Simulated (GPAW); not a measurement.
The S K edge of atom 1 in CSO (R3m), with 1 C at 1.56 Å (terminal, site symmetry 3m), was computed in 2 ways: full core hole (charged cell) and no core hole. Program and functional: GPAW, LDA, Gaussian full width 0.9 eV up to 4 eV, rising linearly to 3.5 eV at 25 eV; cells of 3 and 6 atoms (the run without a hole in the smaller).

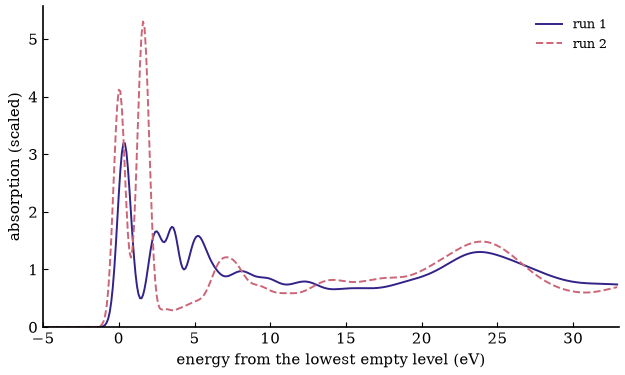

Each run is counted from its own lowest empty level or Fermi level and scaled to a mean of 1 over its first 20 eV.

Which run is which?

Run 1: no core hole (area from −2 to 6 eV 9.8, main maxima 0.4 eV (3.19), 2.5 eV (1.66), 3.5 eV (1.74) and 5.2 eV (1.58)). Run 2: full core hole (charged cell) (area from −2 to 6 eV 10.6, main maxima 0.0 eV (4.12), 1.6 eV (5.30), 7.1 eV (1.21) and 23.9 eV (1.48)). With each curve scaled to its own mean, the area from −2 to 6 eV with the hole is 10.6 against 9.8, and the centre of weight from −1 to 20 eV moves by -0.5 eV (first and strongest maxima below 20 eV: 0.4 eV (3.19), 2.5 eV (1.66) and 3.5 eV (1.74) without the hole, 0.0 eV (4.12), 1.6 eV (5.30) and 7.1 eV (1.21) with it); the shape changes all the same, by 81 % r.m.s.

[Hosts, paths, dates, database ids (printed as entryN), source tags and the programs' standing remarks are cut or masked in the printed files.]

[Lists of maxima count a maximum above −3 eV only where it reaches 4 % of the highest in the window and stands out from its surroundings by 2 % of it (1.5 % where it reaches 55 %); shoulders and weaker maxima are passed over, and of the rest the first, up to two pre-edge ones and the few strongest are named.]
